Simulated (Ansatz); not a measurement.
# Ca2Ge3N: the cost of one run

Method: DFT PBE, scalar-relativistic, plane waves, PAW, in Ansatz 0.2.0.

## Step 1: Starting point

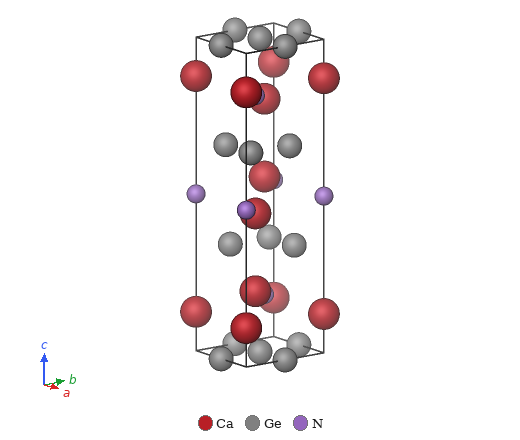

Start, viewed slightly off an axis; calcium red, germanium grey, nitrogen purple. Atoms on the faces are drawn again on the opposite ones. The cell drawn here is the conventional one.

As a file:

```
CELL_PARAMETERS angstrom
2.74724 1.58612 4.49908
-2.74724 1.58612 4.49908
0.00000 -3.17224 4.49908
ATOMIC_POSITIONS crystal
Ca 0.12401 0.12401 0.12401
Ca 0.87599 0.87599 0.87599
Ge 0.50000 0.00000 0.50000
Ge 0.00000 0.50000 0.50000
Ge 0.50000 0.50000 0.00000
N 0.50000 0.50000 0.50000
```

Recipe of the guess: species swapped into a database cell of Er2Al3Ga (R-3m, No. 166), with Ca on the Er sites, Ge on the Al sites and N on the Ga sites. Its size is a rough estimate.

## Step 2: A first look at the guess

The input, input.yaml:

```yaml
crystal:
  lattice:
    - [2.74724066, 1.58612013, 4.49908458]
    - [-2.74724066, 1.58612013, 4.49908458]
    - [0.0, -3.17224026, 4.49908458]
  atoms:
    - { symbol: Ca, position: [0.12400857, 0.12400857, 0.12400857] }
    - { symbol: Ca, position: [0.87599143, 0.87599143, 0.87599143] }
    - { symbol: Ge, position: [0.5, 0.0, 0.5] }
    - { symbol: Ge, position: [0.0, 0.5, 0.5] }
    - { symbol: Ge, position: [0.5, 0.5, 0.0] }
    - { symbol: "N", position: [0.5, 0.5, 0.5] }
basis:
  ecutwfc: 420
kpoints:
  mp_grid: { grid: [6, 6, 6] }
hamiltonian:
  xc: pbe
scf:
  occupations: { method: gaussian, width: 0.1 }
  lower_state_search: "off"
output:
  forces: true
  stress: true
  eigenvalues: true
```

Command:

```
$ ansatz run input.yaml --threads 1 --pin off --max-ram 2560MiB --backend cpu --events-out ev --progress --plain --runs-dir out
```

**Question.** How long does this run take on 1 thread of Intel Xeon Platinum 8259CL at 2.50GHz (Skylake/Cascade Lake), shared host, and how much memory does it need?

About 8.7 s, with a peak of 0.5 GiB.
